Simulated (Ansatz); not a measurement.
# AlBH (quartet): inputs that go wrong at scale of all distances = 1.474

3 inputs are run for AlBH (quartet) as typed; the log has to tell whether the result can be used and what must change.

Method: the settings change from run to run; program: Ansatz 0.2.0, Gaussian basis.

20 further runs of the same task are left out: 13 that didn't finish, 7 set aside as unsound or not needed. Runs told in other sessions of the task aren't counted.

### Step 1. The system

The geometry derives from a PBE0/def2-TZVP stationary point (not a proven minimum). All distances are scaled together.

3 atoms, charge 0, spin multiplicity 4.

Atoms are counted from 1 here; the program's logs count them from 0.

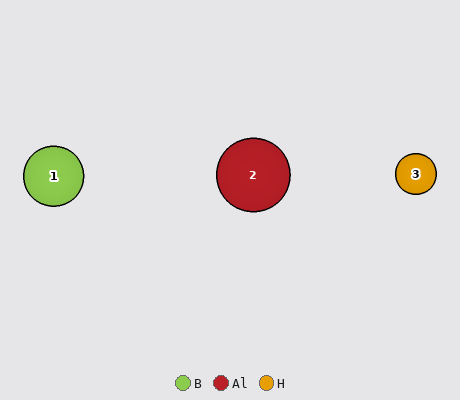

The structure; boron green, aluminium red, hydrogen amber; atoms are numbered from 1 in the order of the file.

### Step 2. Attempt 1

in.yaml reads:

```yaml
crystal:
  periodic: [false, false, false]
  atoms:
    - {symbol: B, position_ang: [0.000000, 0.000000, 2.678258]}
    - {symbol: Al, position_ang: [0.000000, 0.000000, -0.176880]}
    - {symbol: H, position_ang: [0.000000, 0.000000, -2.501378]}
basis:
  gaussian: {orbitals: 6-31G, point_charges: [{charge: -0.50, position_ang: [4.546, 0.229, -0.609]}]}
magnetization: {spin_polarized: false, initial_magnetization: 3}
correlation: {method: sc_nevpt2, electrons: outside_noble_gas, active_space: {window: {electrons: 5, orbitals: 4}}}
scf: {lower_state_search: off}
output: {forces: true}
```

Launch:

```bash
$ ansatz run in.yaml --threads 1 --pin off --events-out ev --progress --plain --max-ram 2393MiB
```

The log of the run:

```text
Functional definition: HF
  name "HF"
  cite "Fock, Z. Phys. 61, 126 (1930) doi:10.1007/BF01340294"
  parent pbe
  exchange = exact_x
  correlation = 0
these checks for a lower state are left out or cut short: stability, starts, cluster_reference, orbital_swaps, neighbouring_geometries, increment
296 factors; integrals over basis functions are off by at most 1.2e-4 eV
mean field evaluation 1: about -7260.4906 eV, gradient 5.3e0 eV
mean field evaluation 2: about -7260.5082 eV, gradient 5.2e0 eV
mean field evaluation 4: about -7261.2227 eV, gradient 2.1e0 eV
mean field evaluation 8: about -7261.6418 eV, gradient 1.3e0 eV
mean field evaluation 16: about -7262.0540 eV, gradient 4.1e-1 eV
mean field -7262.07281836 eV, -266.8762536651 hartree, gradient 2.5e-6 eV, S^2 3.750000; 0 other end points of the search recorded, 0 dependent functions left out
reference -7262.07281836 eV, -266.8762536651 hartree; 11, 8 occupied and 13, 16 virtual orbitals, 296 factors
state -7262.07281836 eV, -266.8762536651 hartree
state -7262.07281836 eV, -266.8762536651 hartree; corrected -7263.36935489 eV, -266.9239005037 hartree
WARN: 1 active orbitals are nearly empty or full. The corrections depend on them more than the energy does, and are more stable in an active space without them
the calculation of the forces begins
Error: an active orbital is full or empty, and SC-NEVPT2 has no forces then: leave it out of the active space
```

It took 0.18 s on 1 thread of INTEL XEON PLATINUM 8581C at 2.30GHz, shared host.

What is wrong: The run stopped with an error. It says: «an active orbital is full or empty, and SC-NEVPT2 has no forces then: leave it out of the active space». Cure: drop the forces, or choose an active space whose orbitals are all partly filled.

### Step 3. Attempt 2

in.yaml reads:

```yaml
crystal:
  periodic: [false, false, false]
  atoms:
    - {symbol: B, position_ang: [0.000000, 0.000000, 2.678258]}
    - {symbol: Al, position_ang: [0.000000, 0.000000, -0.176880]}
    - {symbol: H, position_ang: [0.000000, 0.000000, -2.501378]}
basis:
  gaussian: {orbitals: 6-31G}
magnetization: {spin_polarized: false, initial_magnetization: 3}
hamiltonian: {xc: pbe}
correlation: {method: sc_nevpt2, electrons: valence, active_space: {window: {electrons: 5, orbitals: 5}}}
```

Same command.

The log of the run:

```text
Error: invalid value for `correlation.active_space`: it starts from restricted Hartree–Fock orbitals; set hamiltonian.xc: hf without magnetization.spin_polarized
```

Wall time 0.03 s (1 thread of INTEL XEON PLATINUM 8581C at 2.30GHz, shared host).

**Diagnosis.** The run was refused. An active space is asked on a functional's orbitals. To mend it, start from Hartree-Fock.

### Step 4. Attempt 3

in.yaml reads:

```yaml
crystal:
  periodic: [false, false, false]
  atoms:
    - {symbol: B, position_ang: [0.000000, 0.000000, 1.417334]}
    - {symbol: Al, position_ang: [0.000000, 0.000000, -0.093605]}
    - {symbol: H, position_ang: [0.000000, 0.000000, -1.323729]}
basis:
  gaussian: {orbitals: 6-31G}
magnetization: {spin_polarized: false, initial_magnetization: 3}
correlation: {active_space: {ras: {orbitals: [2, 3, 13], electrons: 7, max_holes: 3, max_particles: 3}, fixed_orbitals: true}}
```

Same command.

The log of the run:

```text
Functional definition: HF
  name "HF"
  cite "Fock, Z. Phys. 61, 126 (1930) doi:10.1007/BF01340294"
  parent pbe
  exchange = exact_x
  correlation = 0
296 factors; integrals over basis functions are off by at most 1.3e-4 eV
mean field evaluation 1: about -7259.1226 eV, gradient 9.0e0 eV
mean field evaluation 2: about -7259.1837 eV, gradient 9.0e0 eV
mean field evaluation 4: about -7260.4451 eV, gradient 1.2e0 eV
mean field evaluation 8: about -7260.4733 eV, gradient 6.0e-2 eV
mean field evaluation 16: about -7260.4733 eV, gradient 1.7e-6 eV
mean field -7260.47333568 eV, -266.8174737608 hartree, gradient 1.7e-6 eV, S^2 3.750000; 0 other end points of the search recorded, 0 dependent functions left out
reference -7260.47333568 eV, -266.8174737608 hartree; 11, 8 occupied and 13, 16 virtual orbitals, 296 factors
state -7262.32655934 eV, -266.8855784740 hartree
Total energy: -7262.32655934 eV, -266.8855784740 hartree
```

Run time: 1.5 s. Hardware: 1 thread of INTEL XEON PLATINUM 8581C at 2.30GHz, shared host.

Diagnosis: The run converged, which proves nothing about the input. The coordinates are scaled by the bohr-ångström factor. The shortest distance is 1.23 Å, against 2.32 Å in the geometry of step 1. Its energy belongs to another geometry. To mend it, restore the coordinates in ångström.

### Step 5. Summary

```tsv
attempt	level	ended	cause	time
1	NEVPT2(5,4)/6-31G	stopped by an error	an active orbital is full or empty, and SC-NEVPT2 has no forces then: leave it out of the active space	0.18 s
2	NEVPT2(5,5)/6-31G	refused	an active space is asked on a functional's orbitals	0.03 s
3	CISDT/6-31G	converged	the coordinates are scaled by the bohr-ångström factor	1.5 s
```

1 stopped by an error, 1 refused, 1 converged. The input that converges on a wrong geometry or spin is the dangerous one: no error points at it, so geometry and ⟨S²⟩ have to be checked.
